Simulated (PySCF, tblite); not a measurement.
# C3H8ClFSi: geometry, infrared bands and NMR shifts

Wanted: the infrared bands and NMR shifts of C3H8ClFSi (`CC[Si@H](F)CCl`), by calculation.

The runs use tblite 0.8.0 and PySCF 2.14.0, with density-fitted response routines of our own; the level of theory stands in each step. All values are computed, except where a source is named. Atoms are numbered from 0 throughout.

## (1) The starting structure

14 atoms, charge 0, multiplicity 1; geometry from: force field or distance geometry start.

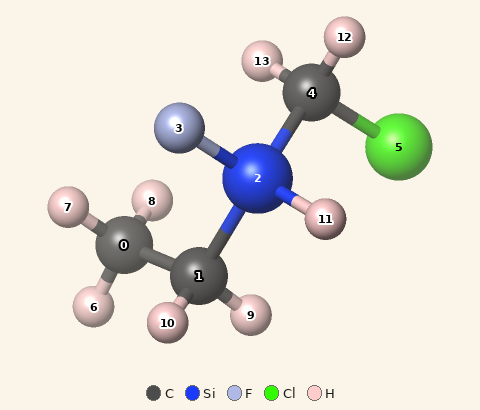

The starting geometry (carbon dark grey, silicon blue, fluorine light blue, chlorine green, hydrogen pink), atoms numbered.

## (2) Relaxing the molecule with GFN2-xTB

The job: settings as JSON, then the geometry in Å.

```
{"job": {"kind": "relax", "xc": "GFN2-xTB", "basis": "xTB"}, "charge": 0, "multiplicity": 1}
C     -1.372300     0.807600     0.885800
C     -1.058900     0.317600    -0.524900
Si     0.335000    -0.953500    -0.624900
F     -0.143200    -2.231300     0.202900
C      1.916700    -0.351900     0.089500
Cl     2.472800     1.086700    -0.807400
H     -2.205400     1.532300     0.844600
H     -1.675600    -0.008300     1.547700
H     -0.516100     1.308200     1.345800
H     -0.800200     1.172400    -1.138400
H     -1.961600    -0.130300    -0.950500
H      0.490300    -1.374600    -2.042600
H      2.698300    -1.106000     0.019100
H      1.819500    -0.069400     1.131100
```

On the command line:

```console
OMP_NUM_THREADS=1 python probes_run.py task.json out
```

The driver reads the jobs from task.json and runs them one after another.

The log of the run:

```text
step      E/eV     max force
  0    -586.67973    2.097
  1    -586.74650    0.612
  2    -586.75868    0.223
  3    -586.76435    0.239
  4    -586.77044    0.210
  5    -586.77506    0.197
  6    -586.77893    0.151
  7    -586.78131    0.162
  8    -586.78275    0.124
  9    -586.78388    0.097
 10    -586.78490    0.099
 11    -586.78569    0.068
 12    -586.78616    0.047
 13    -586.78644    0.053
 14    -586.78672    0.055
 15    -586.78702    0.057
 16    -586.78736    0.047
 17    -586.78768    0.045
 18    -586.78796    0.039
 19    -586.78817    0.040
 20    -586.78832    0.027
 21    -586.78845    0.032
 22    -586.78860    0.032
 23    -586.78878    0.043
 24    -586.78896    0.044
 25    -586.78913    0.032
 26    -586.78928    0.028
 27    -586.78940    0.034
 28    -586.78948    0.023
 29    -586.78951    0.011
 30    -586.78954    0.012
 31    -586.78957    0.018
 32    -586.78960    0.017
 33    -586.78963    0.013
 34    -586.78965    0.011
 35    -586.78967    0.014
 36    -586.78969    0.020
 37    -586.78972    0.014
 38    -586.78973    0.008
```

It took 0.36 s on 1 thread of Arm Neoverse N1, shared host.

The steps of the relaxation: (not every step is listed)

```csv
step,energy from step 0 (eV),largest force (eV/Å)
0,0.0000,2.0966
1,-0.0668,0.6120
2,-0.0790,0.2227
3,-0.0846,0.2388
4,-0.0907,0.2099
5,-0.0953,0.1967
6,-0.0992,0.1509
7,-0.1016,0.1621
8,-0.1030,0.1241
10,-0.1052,0.0989
12,-0.1064,0.0470
14,-0.1070,0.0550
16,-0.1076,0.0470
18,-0.1082,0.0394
20,-0.1086,0.0274
22,-0.1089,0.0318
24,-0.1092,0.0437
26,-0.1096,0.0280
28,-0.1098,0.0230
30,-0.1098,0.0116
32,-0.1099,0.0175
33,-0.1099,0.0132
34,-0.1099,0.0112
35,-0.1099,0.0142
36,-0.1100,0.0196
37,-0.1100,0.0142
38,-0.1100,0.0083
```

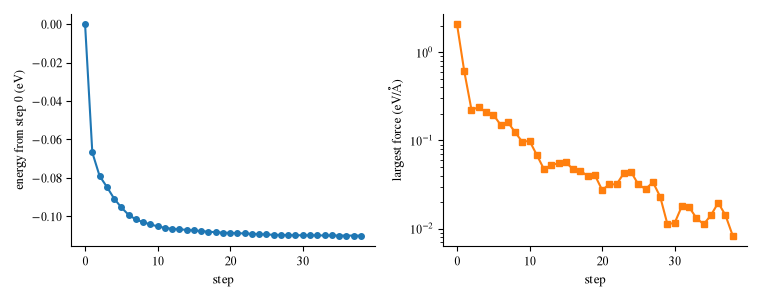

Energy and largest force along the relaxation.

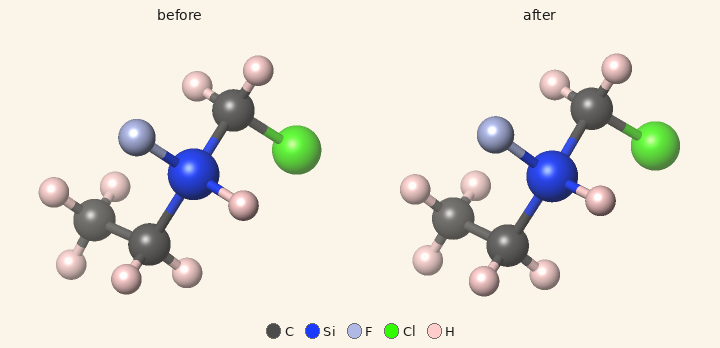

The geometry before (left) and after (right).

Distances of close pairs at the start and the end, largest changes first:

```csv
bond,before (Å),after (Å),change (Å)
Si2–C4,1.837,1.910,+0.073
Si2–H11,1.487,1.454,-0.033
Si2–F3,1.596,1.621,+0.025
C0–H6,1.105,1.088,-0.017
C1–Si2,1.889,1.898,+0.009
C1–H9,1.084,1.090,+0.007
C0–H7,1.094,1.087,-0.006
C0–H8,1.093,1.087,-0.006
```

The end geometry stands in the next job.

## (3) Vibrational analysis with GFN2-xTB

The job: settings as JSON, then the geometry in Å.

```
{"job": {"kind": "ir", "xc": "GFN2-xTB", "basis": "xTB"}, "charge": 0, "multiplicity": 1}
C     -1.365661     0.804837     0.884339
C     -1.092861     0.344947    -0.549423
Si     0.287693    -0.950379    -0.681783
F     -0.121683    -2.232453     0.221473
C      1.920853    -0.343916     0.100514
Cl     2.519467     1.103585    -0.760229
H     -2.195421     1.508591     0.906062
H     -1.620077    -0.042498     1.516734
H     -0.493350     1.299969     1.304048
H     -0.848583     1.214489    -1.160418
H     -2.010368    -0.074480    -0.966245
H      0.499184    -1.482558    -2.018098
H      2.709846    -1.090177     0.035267
H      1.810283    -0.060432     1.145593
```

The log of the run:

```text
mode    cm-1     km/mol
  1      19.3      0.90
  2      54.3      3.80
  3     105.7      4.59
  4     146.8      4.31
  5     179.4     12.60
  6     211.8      3.02
  7     251.8      1.12
  8     341.9     24.79
  9     611.0     64.79
 10     617.1     71.96
 11     635.6     20.71
 12     702.9     14.72
 13     729.0     24.18
 14     750.4     96.31
 15     791.7    219.81
 16     808.7    269.29
 17     984.6     24.29
 18    1023.1      5.67
 19    1069.4     13.85
 20    1083.2     10.00
 21    1189.1      1.35
 22    1236.4      7.05
 23    1293.8      6.33
 24    1415.5      1.41
 25    1430.6     10.28
 26    1473.3      5.01
 27    1503.2      2.47
 28    1509.4      2.96
 29    2341.6    229.97
 30    2975.1     36.67
 31    2988.7      6.44
 32    2993.1     10.68
 33    2996.6      9.95
 34    3025.0     41.76
 35    3037.0     41.08
 36    3040.8     20.66
```

Run time: 0.69 s. Hardware: 1 thread of Arm Neoverse N1, shared host.

Which atoms move in the most intense modes:

```csv
cm⁻¹,km/mol,atoms
611,64.8,"H11 68 %, C1 10 %"
617,72.0,H11 72 %
750,96.3,"C4 32 %, H13 20 %, H12 16 %, H11 12 %"
792,219.8,"C4 35 %, Si2 31 %"
809,269.3,"Si2 44 %, F3 40 %"
2342,230.0,H11 97 %
3025,41.8,H6 82 %
3037,41.1,"H7 51 %, H8 39 %"
```

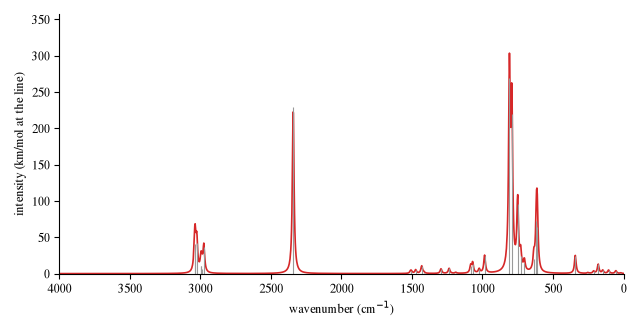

The infrared spectrum from these modes, unscaled. Lines are broadened to a width of 14 cm⁻¹ (Lorentzian).

## (4) Shielding tensors: PBE0/pcSseg-1

The job, as its differences from that of step 3:

```diff
@@ -1,2 +1,2 @@
-{"job": {"kind": "ir", "xc": "GFN2-xTB", "basis": "xTB"}, "charge": 0, "multiplicity": 1}
+{"job": {"kind": "nmr", "xc": "PBE0", "basis": "pcSseg-1"}, "charge": 0, "multiplicity": 1}
 C     -1.365661     0.804837     0.884339
```

With the program's defaults for keys left out, this is: GIAO PBE0/pcSseg-1 NMR shielding, non-relativistic, gas phase.

The log of the run:

```text
coarse grid: 12552 points
cycle   1  E = -968.0638832978  dE =  3.180e-01  |g| = 6.072e-01  |ddm| = 3.209e+00
cycle   2  E = -968.0085067901  dE =  5.538e-02  |g| = 8.699e-01  |ddm| = 1.146e+00
cycle   3  E = -968.1335312774  dE = -1.250e-01  |g| = 7.636e-02  |ddm| = 6.894e-01
cycle   4  E = -968.1345619897  dE = -1.031e-03  |g| = 2.834e-02  |ddm| = 8.287e-02
cycle   5  E = -968.1347275417  dE = -1.656e-04  |g| = 6.240e-03  |ddm| = 2.538e-02
cycle   6  E = -968.1347369521  dE = -9.410e-06  |g| = 1.444e-03  |ddm| = 7.385e-03
final grid: 111880 points
cycle   7  E = -968.1744817158  dE = -2.798e-05  |g| = 7.943e-03  |ddm| = 1.880e-02
cycle   8  E = -968.1744739433  dE =  7.772e-06  |g| = 9.571e-03  |ddm| = 1.343e-02
cycle   9  E = -968.1744972527  dE = -2.331e-05  |g| = 7.752e-04  |ddm| = 7.650e-03
cycle  10  E = -968.1744973389  dE = -8.619e-08  |g| = 2.759e-04  |ddm| = 7.909e-04
cycle  11  E = -968.1744973523  dE = -1.337e-08  |g| = 4.419e-05  |ddm| = 2.125e-04
cycle  12  E = -968.1744973527  dE = -3.502e-10  |g| = 1.353e-05  |ddm| = 5.096e-05
converged SCF energy = -968.1744973527

GIAO shielding tensors (ppm)
atom      isotropic    diamagn.    paramagn.     s11        s22        s33       span
  0 C      179.695     247.535     -67.840    173.560    177.405    188.120     14.560
  1 C      178.538     253.804     -75.266    171.669    176.943    187.001     15.332
  2 Si     336.007     877.521    -541.514    285.881    359.029    363.111     77.230
  3 F      379.244     469.786     -90.542    352.508    373.206    412.016     59.508
  4 C      157.982     253.791     -95.809    133.031    141.945    198.970     65.938
  5 Cl     972.986    1146.630    -173.644    869.589    938.219   1111.151    241.562
  6 H       30.352      28.710       1.642     25.075     27.675     38.307     13.233
  7 H       30.547      30.283       0.264     25.773     29.029     36.840     11.066
  8 H       30.715      31.211      -0.497     25.272     30.624     36.249     10.977
  9 H       30.776      31.224      -0.448     27.261     28.549     36.516      9.255
 10 H       30.737      30.345       0.392     25.768     28.745     37.698     11.930
 11 H       26.639      28.383      -1.744     23.365     24.614     31.938      8.574
 12 H       28.553      28.854      -0.300     22.287     27.573     35.799     13.513
 13 H       28.482      31.395      -2.913     24.243     26.825     34.377     10.134
```

Wall time 33 s (1 thread of Arm Neoverse N1, shared host); peak memory 0.73 GiB.

The references, computed at this level on geometries of the same kind, shield at (ppm): 1H TMS 31.72, 13C TMS 186.9, 29Si TMS 349.2, 19F CFCl3 170.9, 35Cl HCl 950. Their shielding less the atom's gives the shift. The references are single molecules in the gas phase, so shifts against H2O, NH3, PH3, H3PO4 or CFCl3 are not on the usual liquid scales and can be off by tens of ppm. Atoms listed in one row are averaged.

```csv
atoms,environment,σ (ppm),δ (ppm),δ scaled to CDCl3
C4,sp3 CH2 bonded to Cl and Si,158.0,28.9,26.3
C1,sp3 CH2 bonded to Si,178.5,8.4,6.3
C0,methyl carbon,179.7,7.2,5.1
H11,"hydrogen on a silicon bonded to 2 C, F",26.64,5.08,–
H13,hydrogen on an sp3 CH2 bonded to Cl and Si,28.48,3.24,3.16
H12,hydrogen on an sp3 CH2 bonded to Cl and Si,28.55,3.16,3.09
"H6, H7, H8",hydrogen on a methyl carbon,30.54,1.18,1.22
H10,hydrogen on an sp3 CH2 bonded to Si,30.74,0.98,1.03
H9,hydrogen on an sp3 CH2 bonded to Si,30.78,0.94,0.99
Si2,"silicon bonded to 2 C, F, H",336.0,13.2,–
F3,fluorine bonded to Si,379.2,-208.3,–
Cl5,chlorine bonded to C,973,-23,–
```

The scaled column applies a straight-line fit of computed shieldings to shifts measured in CDCl3, with any fitted terms for Cl, Br or S neighbours, and one for carbons that bear F (root-mean-square error 0.16 ppm for H, 1.9 ppm for C).

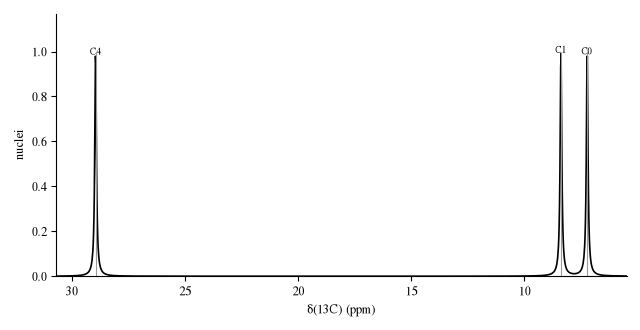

13C lines at the computed shifts, without couplings. Lines are broadened to a width of 0.09 ppm (Lorentzian).

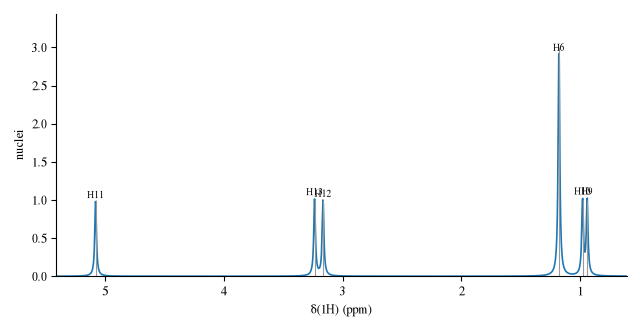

1H lines at the computed shifts, without couplings. Lines are broadened to a width of 0.02 ppm (Lorentzian).

Charges from the same density, by scheme (e):

```csv
atoms,Mulliken,IAO,Hirshfeld,ESP fit
C0,-0.30,-0.41,-0.11,-0.12
C1,-0.60,-0.56,-0.16,-0.11
Si2,1.09,1.22,0.44,0.61
F3,-0.43,-0.54,-0.21,-0.30
C4,-0.53,-0.55,-0.13,-0.49
Cl5,-0.18,-0.10,-0.07,-0.13
```

IAO charges:

C0 -0.41; C1 -0.56; Si2 1.22; F3 -0.54; C4 -0.55; Cl5 -0.10; H6 0.15; H7 0.14; H8 0.14; H9 0.16; H10 0.15; H11 -0.14; H12 0.18; H13 0.17

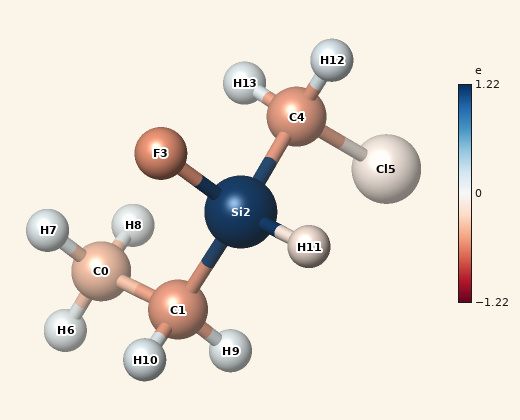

IAO charges, as colours on the atoms.

Mayer bond orders: C0–C1 1.05, C1–Si2 0.92, Si2–F3 0.91, Si2–C4 0.84, C4–Cl5 0.94.

## (5) Summary of results

| quantity | value |
| --- | --- |
| strongest single infrared mode (GFN2-xTB) | 809 cm⁻¹, 269 km/mol |
| zero-point energy (GFN2-xTB) | 65.1 kcal/mol |
| 13C shifts against TMS (PBE0/pcSseg-1) | 28.9, 8.4, 7.2 ppm |
| 1H shifts against TMS (PBE0/pcSseg-1, means over atoms taken as alike) | 5.08, 3.24, 3.16, 1.18, 0.98, 0.94 ppm |
| 29Si shifts against TMS (PBE0/pcSseg-1) | 13.2 ppm |
| 19F shifts against CFCl3 (PBE0/pcSseg-1) | -208.3 ppm |
| 35Cl shifts against HCl (PBE0/pcSseg-1) | -23 ppm |

What this shows: Over 38 steps the energy fell by 0.110 eV; of the close pairs, Si2–C4 changed most, 1.837 to 1.910 Å. All 36 modes are real, so the xTB geometry is a minimum. The strongest single mode, at 809 cm⁻¹, moves mainly Si2 and F3. Unscaled tight-binding wavenumbers are off by several per cent, some by more. Its intensities can rank the bands wrongly. The most deshielded carbon is C4 (sp3 CH2 bonded to Cl and Si), at 28.9 ppm: pulled downfield by the heteroatom. At PBE0/pcSseg-1: The largest span, 242 ppm, is at Cl5, where the paramagnetic term is -174 ppm.
